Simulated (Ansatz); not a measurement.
WH3Cl4F: several calculations on one system

## 1. Relaxation

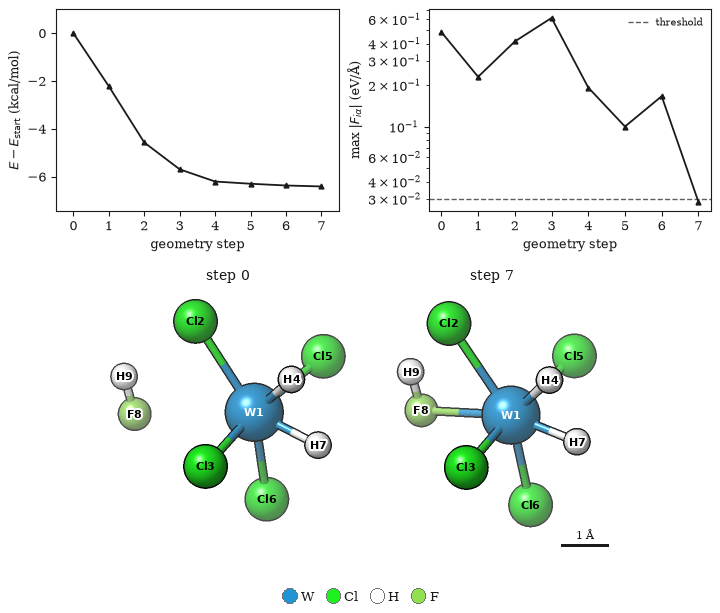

First and last geometry of a relaxation of WH3Cl4F, with the history of the run. A ball-and-stick model, seen at a tilt.

The run prepares an end point of a later path (reaction) calculation, from a guessed geometry.

The calculation used Ansatz 0.2.0, RKS PBE/def2-SVP.

Input file:
```yaml
crystal:
  periodic: [false, false, false]
  atoms:
    - { symbol: W, position_ang: [0.062211, -0.16011, 0.043729] }
    - { symbol: Cl, position_ang: [0.381936, 0.758306, 2.222704] }
    - { symbol: Cl, position_ang: [2.150058, 0.466062, -0.61637] }
    - { symbol: H, position_ang: [-0.274234, 1.472448, -0.145993] }
    - { symbol: Cl, position_ang: [-2.189239, -0.290414, 0.386806] }
    - { symbol: Cl, position_ang: [0.061077, -2.066638, -1.297774] }
    - { symbol: H, position_ang: [-0.397692, 0.430532, -1.449508] }
    - { symbol: F, position_ang: [1.325177, -2.241233, 1.864016] }
    - { symbol: H, position_ang: [1.326906, -1.603652, 2.546291] }
basis:
  gaussian: { orbitals: def2-SVP }
hamiltonian:
  xc: pbe
relax:
  f_tol: 0.03
  max_steps: 50
```

Launched with:
```bash
ansatz run input.yaml --threads 4 --pin off --max-ram 5120MiB --backend cpu --events-out ev --progress --plain --runs-dir out
```

### What do the curves and the structures tell?

It converged. The largest move after the best rigid fit is that of H9, 0.55 Å. By element the largest moves are H 0.55 Å, F 0.53 Å, Cl 0.32 Å, W 0.19 Å. Some distances before and after: W1–F8 3.040 → 2.359 Å, W1–H9 3.154 → 2.519 Å, Cl2–H9 2.564 → 1.942 Å, W1–Cl2 2.386 → 2.452 Å. New bonds form, among them: W1–F8 (3.04 → 2.36 Å). Among the angles between lasting bonds that change: Cl2–W1–Cl6 147.2° → 152.4°, Cl2–W1–H7 135.8° → 131.1°, H4–W1–Cl6 136.9° → 132.5°. After 7 geometry steps the energy has fallen by 6.40 kcal/mol. Largest force component: 0.48 eV/Å at the start, 0.029 eV/Å at the end.

```
step  E − E(0), kcal/mol  largest force component, eV/Å
   0                0.00                         0.4842
   1               -2.21                         0.2298
   2               -4.56                         0.4144
   3               -5.69                         0.6133
   4               -6.20                         0.1922
   5               -6.29                         0.1003
   6               -6.36                         0.1663
   7               -6.40                         0.0286
```

Limits of the set-up: the start holds two separate molecules, 2.6 Å apart at their closest, whose relative position is a soft coordinate and is computed without a dispersion correction.

## 2. Relaxation

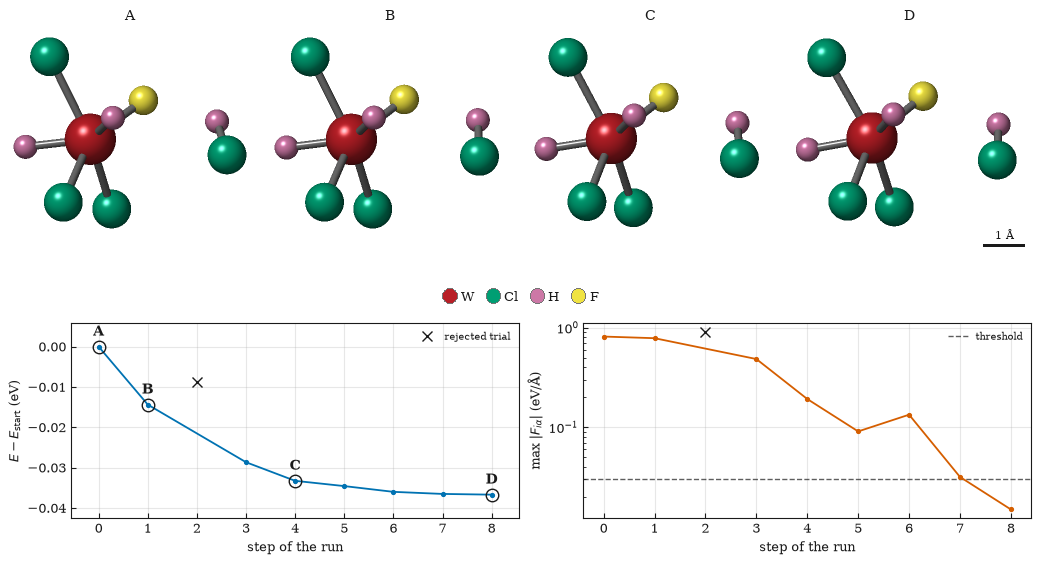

Frames of a relaxation of WH$_{3}$Cl$_{4}$F, marked on the history of the run. The picture is a ball-and-stick view, seen face on.

The run prepares an end point of a later path (reaction) calculation, from a guessed geometry.

The calculation used RKS PBE/def2-SVP (Ansatz).

Input file:
```yaml
crystal:
  periodic: [false, false, false]
  atoms:
    - { symbol: W, position_ang: [0.267812, -0.357065, -0.262102] }
    - { symbol: Cl, position_ang: [-0.164104, -0.479524, 3.298669] }
    - { symbol: Cl, position_ang: [1.967604, 0.955164, -1.134447] }
    - { symbol: H, position_ang: [0.245355, 1.034127, 0.698061] }
    - { symbol: Cl, position_ang: [-1.826111, 0.561303, -0.518331] }
    - { symbol: Cl, position_ang: [-0.745795, -2.443029, -0.165397] }
    - { symbol: H, position_ang: [0.108389, -0.400479, -1.941048] }
    - { symbol: F, position_ang: [1.626029, -1.118221, 0.783485] }
    - { symbol: H, position_ang: [0.967021, -0.986976, 2.79501] }
basis:
  gaussian: { orbitals: def2-SVP }
hamiltonian:
  xc: pbe
relax:
  f_tol: 0.03
  max_steps: 50
```

Run as
```bash
ansatz run input.yaml --threads 4 --pin off --max-ram 5120MiB --backend cpu --events-out ev --progress --plain --runs-dir out
```

What happens along the run?

Answer. Cl2 moves most after the best rigid fit: 0.28 Å. Largest moves by element: Cl 0.28 Å, F 0.11 Å, H 0.10 Å, W 0.06 Å. Some distances before and after: W1–Cl2 3.589 → 3.322 Å, Cl2–H9 1.338 → 1.303 Å, W1–F8 1.875 → 1.903 Å. Among the angles between lasting bonds that change: H4–W1–Cl6 135.2° → 137.4°, Cl3–W1–Cl6 147.6° → 145.5°. The energy falls by 0.037 eV in 7 accepted moves (8 points after the start). The largest force component goes from 0.81 to 0.015 eV/Å. The line search rejected the trial step at point 2 of the run. The run took 13 s on 4 threads of INTEL(R) XEON(R) PLATINUM 8581C CPU @ 2.10GHz (Emerald Rapids), on a shared host, peak memory 0.23 GiB. From step 0 to 1: Cl2 moves most (0.19 Å), energy −0.014 eV. From step 1 to 4: H9 moves most (0.08 Å), energy −0.019 eV. From step 4 to 8: Cl2 moves most (0.07 Å), energy −0.003 eV.

## 3. Path

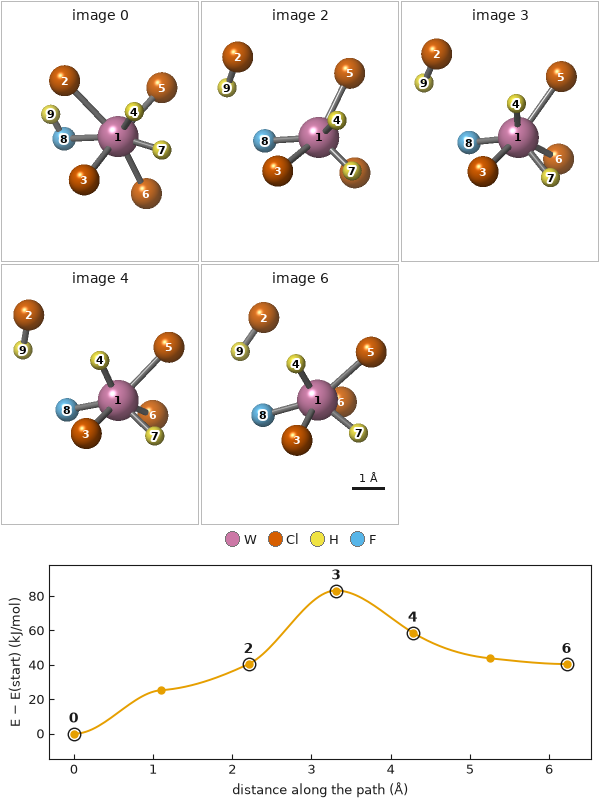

A nudged-elastic-band calculation for WH3Cl4F. Images are numbered from 0 (start) to 6 (end). Style: ball-and-stick. Shown from a free direction.

Computed with RKS PBE/def2-SVP (Ansatz 0.2.0). Set-up: 5 movable images; climbing image; force threshold 0.05 eV/Å; iteration limit 60; starting path through a guess of the saddle point.

Q: Describe the mechanism and the energy profile.

A: Forward barrier 83.2 kJ/mol, backward barrier 42.8 kJ/mol, with image 3 at the top; the reaction energy is +40.4 kJ/mol. Breaking: F8–H9 (0.99 → 2.37 at the top → 2.23 Å), W1–Cl2 (2.45 → 3.66 at the top → 3.32 Å). Forming: Cl2–H9 (1.94 → 1.30 at the top → 1.30 Å). The band is converged. At the top, the vibrational analysis gives one imaginary mode (159i cm⁻¹), as a transition state must have.
